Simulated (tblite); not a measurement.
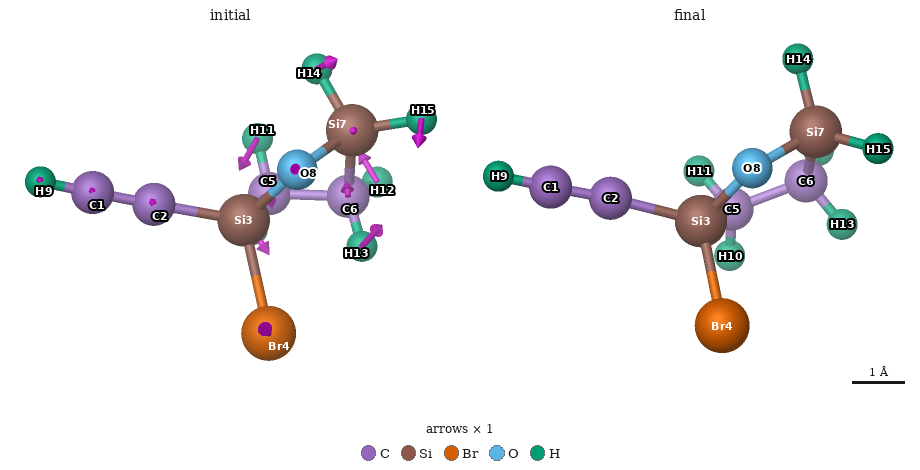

The structure of C4H7BrOSi2 before (left) and after (right) a relaxation, at one scale. The purple arrows give the displacements, at their true length.

Style: ball-and-stick. Shown at a tilt.

Computed with GFN2-xTB geometry optimisation, gas phase (tblite 0.8.0). 

> What changed between the two?

Over 85 geometry steps the energy falls by 101.5 kJ/mol. The atom that moves furthest after the best rigid fit is H13 (0.86 Å). Largest moves by element: H 0.86 Å, Br 0.57 Å, C 0.34 Å, O 0.23 Å, Si 0.13 Å. Near-neighbour distances that change, for instance: Si3–O8 1.730 → 1.627 Å, Si7–O8 1.742 → 1.645 Å, C2–Si3 1.794 → 1.841 Å, Si3–Br4 2.259 → 2.214 Å. Bond angles that change, for instance: Si3–O8–Si7 104.1° → 119.1°, C5–C6–Si7 96.1° → 108.3°, H12–C6–H13 116.4° → 106.2°. Groups turn about C6–Si7 by about 40°, C5–C6 by about 30°, Si3–C5 by about 25°.
